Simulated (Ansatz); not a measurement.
## Run report: GeH5O3F, geometry relaxation (part 3 of 3)

GeH5O3F; RHF/def2-SVP (Ansatz 0.2.0). It belongs to a series of runs on one base structure; here: end point B relaxed.

Trajectory as extended XYZ, continued:
```
10
Properties=species:S:1:pos:R:3:forces:R:3 step=27 energy=-65358.19247
Ge    0.8796    0.1420   -0.1855   -0.0417   0.0390   0.0661
F    -1.5597    0.1185    2.1915   -0.0125  -0.0281   0.0253
O     1.0033   -0.1511   -1.8965    0.0009  -0.0852  -0.0217
H     0.6381   -0.9638   -2.2160    0.0018   0.0215  -0.0077
O    -0.5206    1.2071    0.0748   -0.0214   0.0535  -0.0035
H    -0.8581    1.6761   -0.6747    0.0124   0.0098   0.0045
O     0.4719   -1.3338    0.6320    0.0543  -0.0432  -0.0485
H    -0.1838   -1.2703    1.3158   -0.0215   0.0103   0.0174
H     2.1378    0.8104    0.3175    0.0184   0.0128  -0.0052
H    -1.4038    0.6762    1.4800    0.0093   0.0095  -0.0267
10
Properties=species:S:1:pos:R:3:forces:R:3 step=28 energy=-65358.19632
Ge    0.8893    0.1445   -0.1845    0.0467   0.0251  -0.0154
F    -1.6098    0.0722    2.1475   -0.0033  -0.0175   0.0090
O     0.9994   -0.1914   -1.8905   -0.0067  -0.0135   0.0148
H     0.5734   -0.9757   -2.2057    0.0106   0.0223   0.0273
O    -0.5151    1.2049    0.0816   -0.0147  -0.0082  -0.0127
H    -0.8012    1.7495   -0.6377    0.0105  -0.0039   0.0196
O     0.5152   -1.3181    0.6711   -0.0174   0.0249  -0.0071
H    -0.1700   -1.2592    1.3266    0.0037  -0.0078   0.0113
H     2.1515    0.8409    0.2774   -0.0184  -0.0301  -0.0325
H    -1.4278    0.6437    1.4531   -0.0109   0.0087  -0.0144
10
Properties=species:S:1:pos:R:3:forces:R:3 step=29 energy=-65358.18086 accepted=F
Ge    0.9075    0.1460   -0.1904    0.0693  -0.0354   0.0018
F    -1.6912    0.0086    2.0932    0.0089  -0.0112  -0.0067
O     0.9900   -0.2348   -1.8891   -0.1140  -0.1576  -0.0337
H     0.5041   -0.9920   -2.1931    0.1083   0.1758   0.0966
O    -0.5115    1.1845    0.0922   -0.2627   0.9312  -0.9481
H    -0.7221    1.8564   -0.5760    0.2957  -0.9565   0.9628
O     0.5699   -1.2885    0.7293   -0.2499   0.1317   0.1615
H    -0.1517   -1.2270    1.3530    0.2455  -0.0438  -0.1934
H     2.1852    0.8650    0.2003   -0.0889  -0.0442  -0.0262
H    -1.4756    0.5930    1.4194   -0.0121   0.0101  -0.0145
10
Properties=species:S:1:pos:R:3:forces:R:3 step=30 energy=-65358.19846
Ge    0.9025    0.1513   -0.1884   -0.0297  -0.0320   0.0189
F    -1.6539    0.0315    2.1056   -0.0050   0.0343  -0.0238
O     0.9776   -0.2052   -1.8912    0.0138   0.0049  -0.0058
H     0.5470   -0.9947   -2.1853   -0.0063   0.0056   0.0127
O    -0.4999    1.2096    0.0990    0.0058   0.0088  -0.0101
H    -0.7712    1.7865   -0.6000    0.0075   0.0129  -0.0021
O     0.5357   -1.2989    0.6913   -0.0023   0.0318   0.0217
H    -0.1560   -1.2368    1.3406    0.0188  -0.0091  -0.0248
H     2.1785    0.8442    0.2353   -0.0073  -0.0038  -0.0146
H    -1.4556    0.6238    1.4319    0.0047  -0.0533   0.0280
10
Properties=species:S:1:pos:R:3:forces:R:3 step=31 energy=-65358.20023
Ge    0.9161    0.1570   -0.1883   -0.0069  -0.0319   0.0190
F    -1.7011   -0.0073    2.0673    0.0170   0.0540  -0.0905
O     0.9630   -0.2255   -1.8870   -0.0565  -0.0839  -0.0240
H     0.4983   -1.0037   -2.1641    0.0498   0.0900   0.0320
O    -0.4823    1.2175    0.1130   -0.0159   0.0141  -0.0648
H    -0.7310    1.8276   -0.5677    0.0192  -0.0328   0.0591
O     0.5662   -1.2761    0.7261    0.0210   0.0566  -0.0181
H    -0.1491   -1.2187    1.3489   -0.0008  -0.0128   0.0087
H     2.2036    0.8555    0.1904   -0.0170  -0.0114  -0.0014
H    -1.4789    0.5851    1.4004   -0.0100  -0.0420   0.0799
10
Properties=species:S:1:pos:R:3:forces:R:3 step=32 energy=-65358.19898 accepted=F
Ge    0.9284    0.1608   -0.1910   -0.0110  -0.0630   0.0071
F    -1.7679   -0.0616    1.9998    0.1496   0.2806  -0.2278
O     0.9435   -0.2487   -1.8850   -0.0847  -0.1168   0.0038
H     0.4513   -1.0178   -2.1422    0.0771   0.1249   0.0326
O    -0.4700    1.2173    0.1251   -0.0260   0.1799  -0.1786
H    -0.6880    1.8735   -0.5275    0.0503  -0.1843   0.2084
O     0.6041   -1.2538    0.7620   -0.0026   0.0955   0.0004
H    -0.1331   -1.2037    1.3608    0.0216  -0.0237  -0.0331
H     2.2234    0.8693    0.1438   -0.0293  -0.0183  -0.0019
H    -1.4869    0.5760    1.3932   -0.1451  -0.2748   0.1891
10
Properties=species:S:1:pos:R:3:forces:R:3 step=33 energy=-65358.20187
Ge    0.9252    0.1565   -0.1879    0.0214   0.0218   0.0195
F    -1.7281   -0.0340    2.0280   -0.0031   0.0103  -0.0194
O     0.9598   -0.2444   -1.8826   -0.0238  -0.0196   0.0105
H     0.4510   -0.9948   -2.1536    0.0164   0.0097  -0.0091
O    -0.4790    1.2090    0.1134    0.0013   0.0093  -0.0309
H    -0.7049    1.8513   -0.5440    0.0067  -0.0081   0.0276
O     0.5975   -1.2560    0.7614   -0.0291  -0.0107   0.0106
H    -0.1462   -1.2115    1.3520    0.0254  -0.0082  -0.0051
H     2.2143    0.8623    0.1689   -0.0084   0.0030  -0.0186
H    -1.4848    0.5729    1.3833   -0.0068  -0.0074   0.0148
10
Properties=species:S:1:pos:R:3:forces:R:3 step=34 energy=-65358.20283
Ge    0.9319    0.1583   -0.1884    0.0051   0.0175   0.0026
F    -1.7601   -0.0592    1.9927    0.0153   0.0499  -0.0551
O     0.9440   -0.2560   -1.8807   -0.0234  -0.0303   0.0239
H     0.4275   -1.0053   -2.1400    0.0154   0.0130  -0.0115
O    -0.4698    1.2110    0.1235   -0.0117   0.0628  -0.0691
H    -0.6775    1.8814   -0.5132    0.0210  -0.0609   0.0700
O     0.6175   -1.2439    0.7809   -0.0291   0.0079   0.0139
H    -0.1331   -1.2031    1.3635    0.0324  -0.0074  -0.0215
H     2.2264    0.8692    0.1373   -0.0091  -0.0016  -0.0044
H    -1.5018    0.5588    1.3633   -0.0160  -0.0511   0.0512
10
Properties=species:S:1:pos:R:3:forces:R:3 step=35 energy=-65358.20323
Ge    0.9377    0.1611   -0.1892    0.0017   0.0033  -0.0176
F    -1.7922   -0.0866    1.9527    0.0362   0.0707  -0.0582
O     0.9289   -0.2703   -1.8777   -0.0261  -0.0342   0.0334
H     0.4015   -1.0160   -2.1262    0.0219   0.0246  -0.0045
O    -0.4617    1.2141    0.1321   -0.0113   0.1093  -0.0909
H    -0.6513    1.9109   -0.4827    0.0259  -0.1064   0.1011
O     0.6383   -1.2295    0.8012   -0.0392   0.0198   0.0240
H    -0.1216   -1.1945    1.3724    0.0404  -0.0117  -0.0352
H     2.2367    0.8763    0.1092   -0.0124  -0.0039  -0.0023
H    -1.5115    0.5458    1.3471   -0.0370  -0.0715   0.0502
10
Properties=species:S:1:pos:R:3:forces:R:3 step=36 energy=-65358.20353
Ge    0.9384    0.1629   -0.1893    0.0064  -0.0073  -0.0093
F    -1.7955   -0.0900    1.9469    0.0264   0.0573  -0.0595
O     0.9233   -0.2735   -1.8763   -0.0289  -0.0318   0.0232
H     0.3980   -1.0219   -2.1213    0.0250   0.0307   0.0013
O    -0.4581    1.2180    0.1365   -0.0155   0.0836  -0.0819
H    -0.6455    1.9178   -0.4748    0.0198  -0.0863   0.0823
O     0.6430   -1.2267    0.8042   -0.0338   0.0261   0.0146
H    -0.1200   -1.1949    1.3710    0.0330  -0.0096  -0.0231
H     2.2382    0.8789    0.1032   -0.0087  -0.0058  -0.0031
H    -1.5171    0.5407    1.3389   -0.0237  -0.0568   0.0554
10
Properties=species:S:1:pos:R:3:forces:R:3 step=37 energy=-65358.20387
Ge    0.9389    0.1653   -0.1908   -0.0090  -0.0027   0.0098
F    -1.8012   -0.0984    1.9363   -0.0020   0.0007  -0.0013
O     0.9154   -0.2772   -1.8749    0.0051   0.0006  -0.0089
H     0.3999   -1.0320   -2.1180   -0.0045  -0.0012   0.0020
O    -0.4540    1.2226    0.1399   -0.0065  -0.0038   0.0096
H    -0.6406    1.9275   -0.4625    0.0002   0.0070  -0.0065
O     0.6458   -1.2190    0.8093    0.0104  -0.0056  -0.0008
H    -0.1211   -1.1932    1.3698   -0.0017   0.0004   0.0004
H     2.2406    0.8795    0.0936    0.0054   0.0018  -0.0008
H    -1.5190    0.5363    1.3364    0.0026   0.0027  -0.0036
```

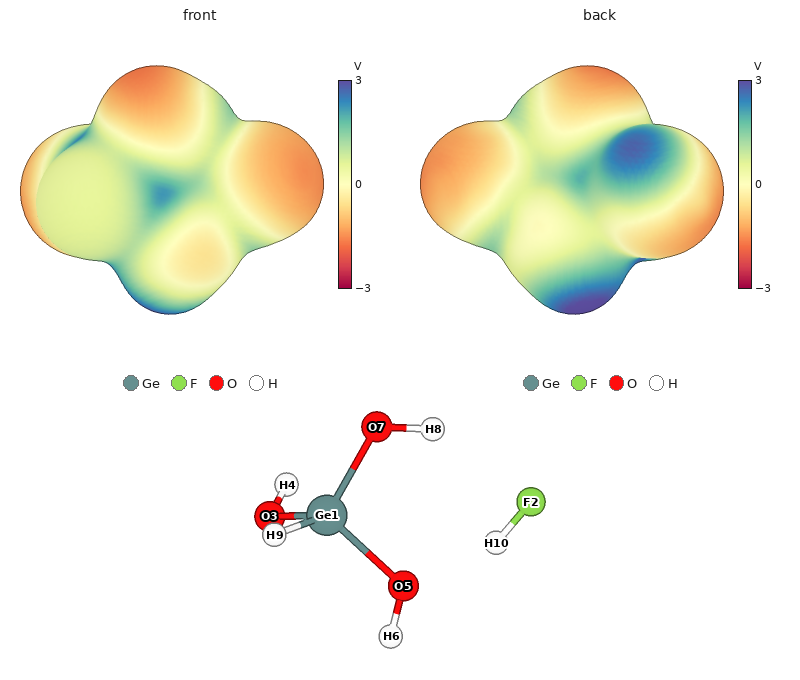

Fig. 1: The electrostatic potential painted on the density surface at 0.002 e/bohr³, seen at a tilt and from behind; red is negative and blue positive. The bare structure is drawn below in the same view.

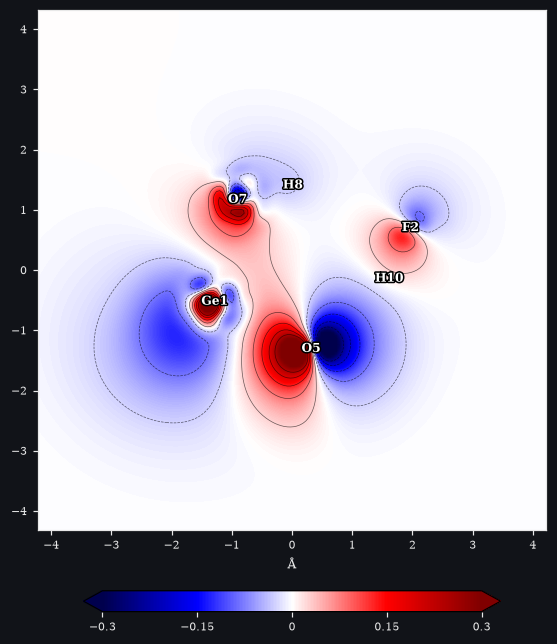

Fig. 2: The HOMO on the plane of atoms O5, Ge1 and O7 (values in Å⁻³ᐟ²; the overall sign is arbitrary). Its weight (Hirshfeld) is mainly on O7 (35 %), H9 (20 %), O3 (15 %) and Ge1 (15 %). Its energy is −13.29 eV.

This output came from the following input.

The input:
```yaml
crystal:
  periodic: [false, false, false]
  atoms:
    - { symbol: Ge, position_ang: [0.377316, 0.206343, -0.227836] }
    - { symbol: F, position_ang: [-0.722081, 0.282088, 2.4415] }
    - { symbol: O, position_ang: [1.380993, -0.020843, -1.63574] }
    - { symbol: H, position_ang: [1.579879, -0.918322, -1.85836] }
    - { symbol: O, position_ang: [-0.923342, 1.293613, -0.628374] }
    - { symbol: H, position_ang: [-1.345278, 1.173115, -1.465851] }
    - { symbol: O, position_ang: [-0.162022, -1.404552, 0.165513] }
    - { symbol: H, position_ang: [-0.666684, -1.483108, 0.961863] }
    - { symbol: H, position_ang: [1.137186, 0.891398, 0.922086] }
    - { symbol: H, position_ang: [-0.051168, 0.891568, 2.364099] }
basis:
  gaussian: { orbitals: def2-SVP }
hamiltonian:
  xc: hf
relax:
  f_tol: 0.03
  max_steps: 50
output:
  orbitals: {}
```

Launched with:
```bash
ansatz run input.yaml --threads 2 --pin off --max-ram 3072MiB --backend cpu --events-out ev --progress --plain --runs-dir out
```

Key numbers:

```csv
quantity,value
outcome,converged
total energy,−65358.2039 eV
mean-field energy,−65358.2039 eV
largest force (length of the vector) at the end,0.014 eV/Å
hardware,"2 threads of Arm Neoverse V1, 24 GiB of memory available, shared host"
wall time,70 s (CPU time 2.2 min)
peak memory,0.26 GiB
```
